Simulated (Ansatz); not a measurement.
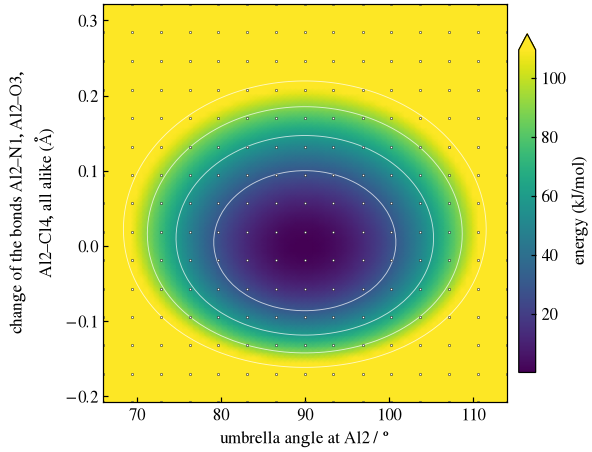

AlClH2NO, SMILES [NH2][Al]([O-])[Cl], charge −1. First axis: umbrella angle at Al2 (between each of its bonds and their common axis; 90 is planar). Second axis: change of the bonds Al2–N1, Al2–O3, Al2–Cl4, all alike. Nothing is relaxed (all other coordinates rigid). The scan uses a 15 × 15 grid; 120 points were computed and 105 follow by symmetry. Points are written as (first, second). Energies: kJ/mol, counted from the relaxed molecule at the same level. Method: Ansatz 0.2.0, RKS PBE0-D4/def2-SVPD.

In the figure: a smooth colour map with a few white contour lines, dots at the grid points, one colour for all values above the top of the scale. Between grid points the surface is interpolated.

> Estimate the position of the minimum and the force constants in these coordinates.

The interpolated minimum is at the first coordinate ≈ 90.0°, the second coordinate ≈ 0.000 Å. The curvatures there are about 17 eV/rad² and 73 eV/Å², with a cross term of about 0 eV/(rad·Å). Round the minimum the two coordinates are nearly uncoupled. (1 eV is 96.5 kJ/mol.)
